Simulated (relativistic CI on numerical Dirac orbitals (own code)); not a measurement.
Relativistic CI calculation, with input and output: Zr³⁺

- system: Zr³⁺.
- method: Dirac-Coulomb-Breit CI, KLI orbitals optimised for each configuration, model QED (radiative potential, 1s self-energy scaled to tabulated hydrogen-like ionisation energies), valence Slater integrals scaled by 0.8, multiplet model of core-to-valence dipole absorption in a parametric crystal field (relativistic CI on numerical Dirac orbitals, in-house)

**Input**
```
atom Zr  Z=40  charge=3  electrons=37
nucleus A=90  rms_radius_fm=4.2694
hamiltonian dirac-coulomb  breit=on  qed=on  c_scale=1
orbitals kli  potential=per-configuration
slater_scale 0.8
correlation none
mixing on
configurations
  [Kr] 4d
  [Ne] 3s2 3p5 3d10 4s2 4p6 4d2
end
absorption M2,3 T=300 lorentz=2 gauss=0.4
crystal_field D4h 10Dq=18350 Ds=1710 Dt=610
```

The program writes its results to a structured record and prints no log; tables and figures of this report are taken from that record.

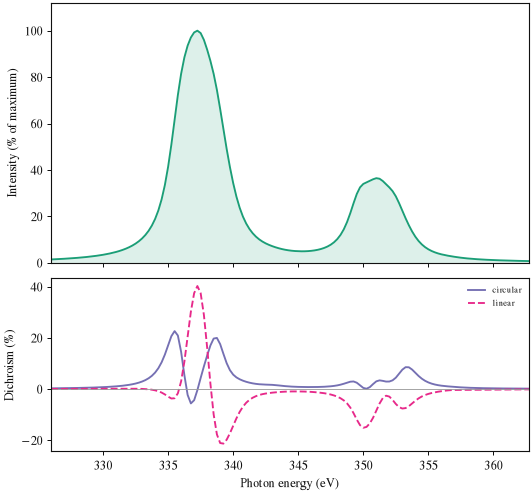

**Figure 1.** M₂,₃ X-ray absorption of Zr³⁺, [Kr] 4d, in a field of D4h symmetry with 10Dq = 18,350, Ds = 1,710, Dt = 610 cm⁻¹. Multiplet model: relativistic Dirac–Coulomb–Breit theory, one configuration a step, Slater integrals scaled by 0.8, 300 K, Voigt broadening (Lorentzian 2 eV, Gaussian 0.4 eV full widths), computed with a radial Dirac CI code. Dichroism is for the ground state at zero temperature, magnetised by an exchange field of 10 meV on Sz (linear: z less the mean of x and y). The main maxima lie at 337.2 eV (100) and 351.0 eV (36), heights in % of the largest; the centroid is at 341.1 eV. The lower edge holds 0.73 of the intensity (branching ratio, edges parted at 346 eV), and the core spin-orbit splitting of the orbitals is 13.9 eV. The ground state has S = 0.50. The circular dichroism (Δm = −1 less Δm = +1) is largest at 335.5 eV, 23 % of the isotropic maximum; its integrals over the lower and upper edge are 0.041 and 0.015 of the sum over the three polarisations. The magnetised ground state has ⟨Lz⟩ = 1.00 and ⟨Sz⟩ = −0.50.

**Results in brief**

- outcome: converged
- hardware: 1 CPU thread, shared host

**Notes**

Caveats: free-ion energies, so absolute edge positions are off by a few eV from solids.
